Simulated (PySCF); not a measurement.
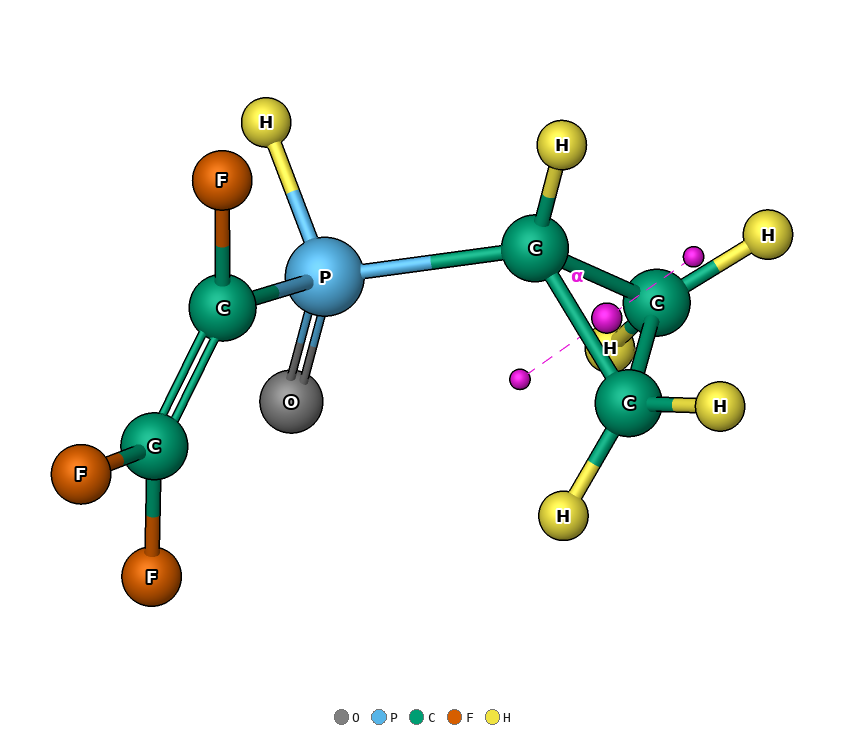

The small points mark where nucleus-independent chemical shifts (NICS) were computed: at the centre of each lettered ring and 1 Å above and below it. The computed structure is the end point of a GFN2-xTB optimisation. No frequency run is at hand to confirm it as a minimum. Method: GIAO PBE0/pcSseg-1 NMR shielding, non-relativistic, gas phase (PySCF 2.14.0).

Give NICS(0), NICS(1) and the out-of-plane component NICS(1)zz for each ring (means of the two sides).

```tsv
ring	members	NICS(0)	NICS(1)	NICS(1)zz
α	C3	−45.2	−8.9	−24.5
```

Values in ppm.

The geometry is semi-empirical. Around P such bond lengths and angles can be off by a tenth of an ångström or more and by several degrees, and values that hang on the shape move with them.
